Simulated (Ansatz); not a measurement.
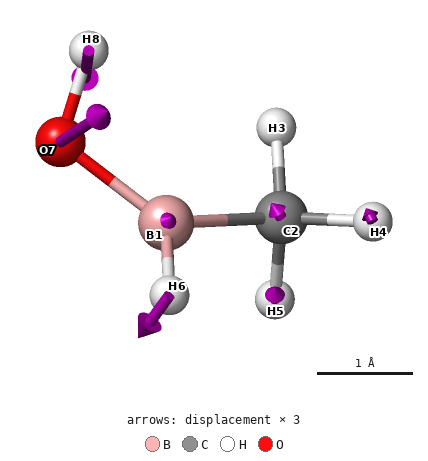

This is a relaxation of CH₅BO. The starting structure is drawn; purple arrows show the displacements, magnified 3 times. The two geometries are superimposed by the best rigid fit.

A ball-and-stick model, seen from a free direction.

The run prepares the start of a later molecular dynamics calculation, from a guessed geometry.

The calculation used RKS PBE0-D4/6-31G* (Ansatz 0.2.0). Settings: no spin polarisation; force threshold 0.02 eV/Å; at most 40 steps.

> What happened in the run?

The atom that moves furthest after the best rigid fit is O7 (0.41 Å). By element the largest moves are O 0.41 Å, H 0.37 Å, C 0.07 Å, B 0.05 Å. Among the contacts that change: B1–O7 1.410 → 1.356 Å, O7–H8 1.010 → 0.967 Å, B1–C2 1.600 → 1.573 Å, B1–H6 1.190 → 1.202 Å. Bond angles that change, for instance: B1–C2–H3 109.5° → 115.1°, H6–B1–O7 120.0° → 114.6°, H4–C2–H5 109.4° → 105.5°. Groups turn about B1–O7 by about 65°. The energy falls by 15.1 kcal/mol in 9 geometry steps. The largest force component goes from 2 to 0.0072 eV/Å. Cost: 18 s on 1 thread of AMD EPYC 7R43 64-Core Processor (Zen 3), with other jobs on the host, peak memory 0.14 GiB.
